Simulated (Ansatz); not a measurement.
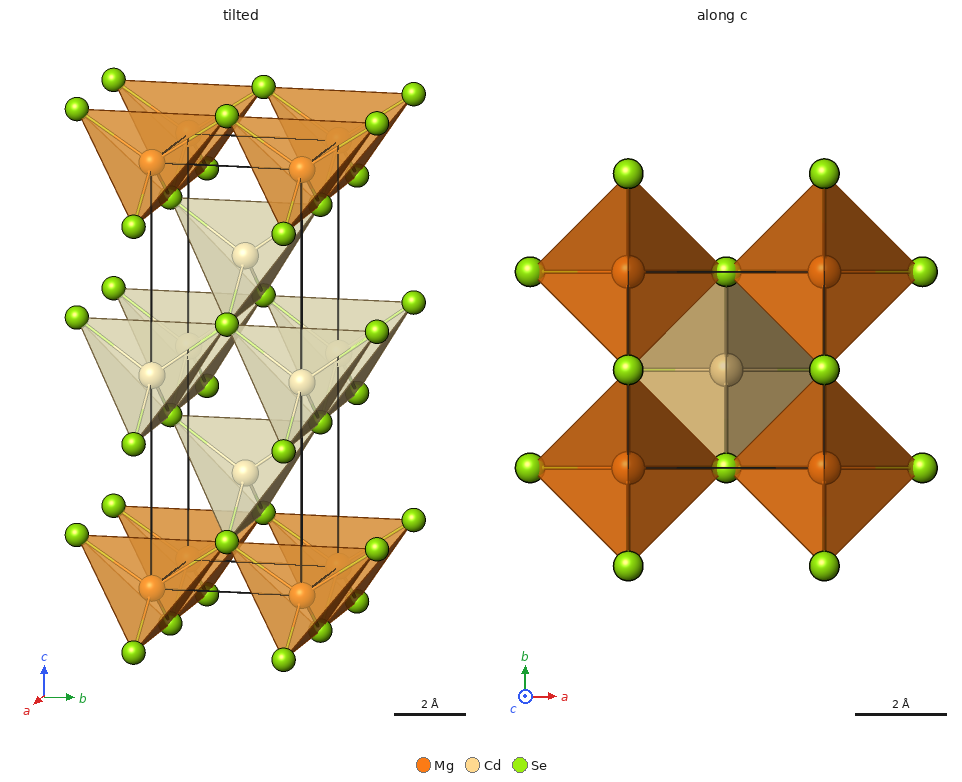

We look at a polyhedral model of the crystal slightly off an axis and along the c axis. Lines trace the edges of the conventional unit cell. A few atoms beyond the faces are included.

MgCd₃Se₄, space group P-4m2 (No. 115), a = 4.354 Å, b = 4.354 Å, c = 12.238 Å, α = 90.00°, β = 90.00°, γ = 90.00°. The structure was taken from a structure type filled with these elements by a generator (whether the compound takes this form wasn't checked). Earlier steps of the study, as a rule a relaxation of our own, may have changed the cell and positions, so they can lie some per cent off the listed ones. An electronic-structure calculation with Ansatz was run on it.

This one geometry was computed with Ansatz (DFT, plane waves, PAW) at three levels of theory: r2SCAN, PBE and LDA.

Q: Which level gives the highest pressure at this volume, and what does that say about its equilibrium volume?

A: Highest: PBE (0.0 GPa), which points to the largest equilibrium volume. Lowest, with the smallest volume: LDA (-4.0 GPa). Levels within 0.5 GPa of each other can't be told apart.

Q: How does the band gap change with the level of theory?

A: LDA: a gap of 0.66 eV, direct; PBE: a gap of 0.92 eV, direct; r2SCAN: a gap of 1.41 eV, direct.

Q: Collect the results in a table.

A:
| level | cutoff (eV) | k-mesh of the run's cell | gap (eV) | pressure (GPa) |
| --- | --- | --- | --- | --- |
| r2SCAN | 500 | 6×6×4 | 1.41 | -1.4 |
| PBE | 420 | 6×6×4 | 0.92 | 0.0 |
| LDA | 420 | 6×6×4 | 0.66 | -4.0 |

Gaps are taken on the k-mesh or band path of each run.
